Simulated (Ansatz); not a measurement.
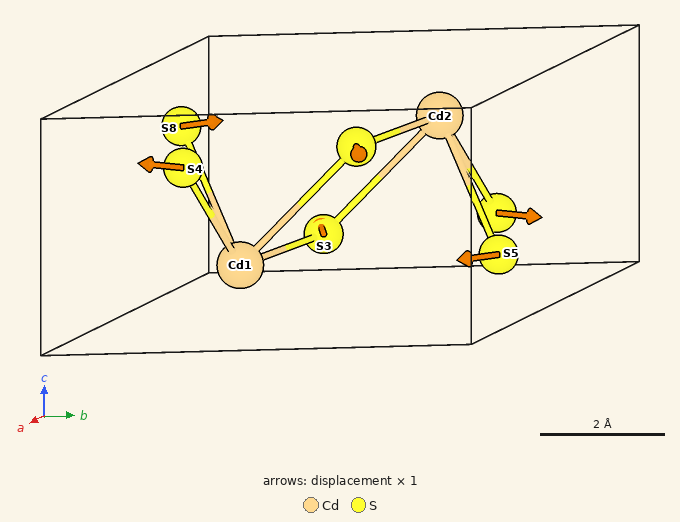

This is a relaxation of crystalline CdS$_{3}$ (a generated structure, set up in P6_3/m) (coarse preliminary run). The starting structure is drawn; orange arrows show the displacements (the part carried along by the change of the cell is left out), at their true length.

The picture is a ball-and-stick view of the cell of the calculation, seen slightly off an axis.

Level of theory: DFT PBE, scalar-relativistic, plane waves, PAW in Ansatz.

The input:
```yaml
crystal:
  lattice:
    - [7.05058229, 0.0, 0.0]
    - [-3.52529114, 6.10598337, 0.0]
    - [0.0, 0.0, 3.92920901]
  atoms:
    - { symbol: Cd, position: [0.66666667, 0.33333333, 0.25] }
    - { symbol: Cd, position: [0.33333333, 0.66666667, 0.75] }
    - { symbol: S, position: [0.29710001, 0.3829, 0.25] }
    - { symbol: S, position: [0.91420001, 0.29710001, 0.75] }
    - { symbol: S, position: [0.6171, 0.91420001, 0.25] }
    - { symbol: S, position: [0.70289999, 0.6171, 0.75] }
    - { symbol: S, position: [0.08579999, 0.70289999, 0.25] }
    - { symbol: S, position: [0.3829, 0.08579999, 0.75] }
basis:
  ecutwfc: 420
kpoints:
  mp_grid: { grid: [3, 3, 4] }
hamiltonian:
  xc: pbe
scf:
  occupations: { method: gaussian, width: 0.1 }
  lower_state_search: "off"
output:
  forces: true
  stress: true
  eigenvalues: true
relax:
  adjacent_minimum: "off"
  f_tol: 0.04
  max_steps: 70
  cell: { stress_tol: 0.4 }
```

Run as
```bash
ansatz run input.yaml --threads 1 --pin off --max-ram 2560MiB --backend cpu --events-out ev --progress --plain --runs-dir out
```

Which element moves most?

Answer. Sulfur: up to 0.84 Å, against 0.00 Å for cadmium.

What happened in the run?

Answer. The largest moves relative to the cell, 0.84 Å, are those of S3, S4, S5, S6, S7 and S8. S8 goes along [−1 1 0]. Cd stays in place. The volume changes by −7.9 %, with a = b 7.051 → 7.125 Å (+1.1 %), c 3.929 → 3.544 Å (−9.8 %). Among the contacts that change: Cd1–S3 2.797 → 3.558 Å, S3–S4 3.143 → 2.662 Å, Cd1–S4 2.723 → 2.768 Å. Among the angles between lasting bonds that change: S4–Cd1–S4 92.3° → 79.6°, Cd1–S4–Cd1 92.3° → 79.6°, S4–Cd1–S6 73.7° → 83.4°. The space group (tolerance 0.01 Å) goes from P6_3/m (No. 176) to P6_3/mmc (No. 194). Over 9 accepted moves (10 points after the start) the energy falls by 267 meV per atom. Largest force component: 0.86 eV/Å at the start, 0.0088 eV/Å at the end. The pressure goes from 0.02 to −0.04 GPa. At 1 point the geometry stayed and the basis and grid were re-selected for the new cell (energy shift of 0.2 meV per atom at most each time).

Limits of the set-up: the k-point mesh is coarse for a cell with partly filled bands.
